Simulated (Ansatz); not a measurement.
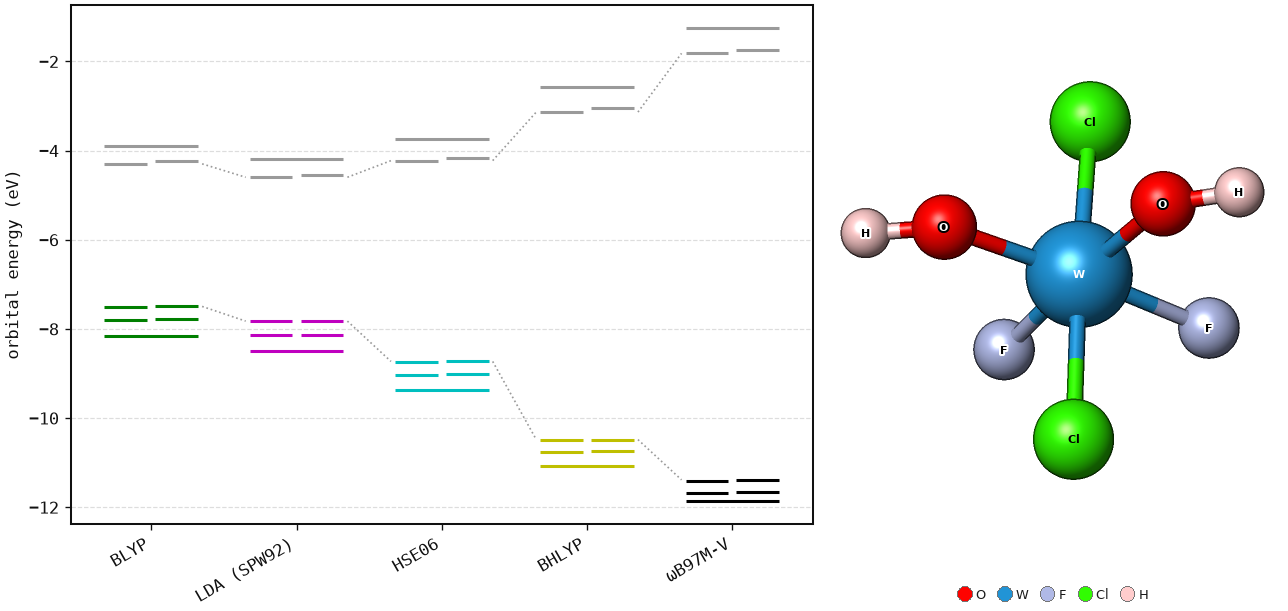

Frontier orbital energies of WH₂O₂Cl₂F₂, SMILES [OH][W]([OH])([F])([F])([Cl])[Cl], singlet at one geometry, def2-TZVPP, the Ansatz code 0.2.0, at a PBE0-D4/def2-TZVP geometry (with a soft imaginary mode, 31i cm⁻¹). Empty levels are grey, levels within 0.1 eV stand side by side; all columns show the same few orbitals around the gap. Dotted lines join the HOMOs and the LUMOs.

How do the frontier levels move from column to column?

The separation grows from 3.20 eV (BLYP) to 9.57 eV (ωB97M-V).

```
      level  HOMO (eV)  LUMO (eV)  separation (eV)
       BLYP      −7.50      −4.30             3.20
LDA (SPW92)      −7.83      −4.60             3.23
      HSE06      −8.73      −4.23             4.50
      BHLYP     −10.48      −3.14             7.35
    ωB97M-V     −11.39      −1.82             9.57
```

Limits of at least one run: core potentials past krypton; spin-orbit coupling is left out, and with W it can shift these levels and split any degenerate set.
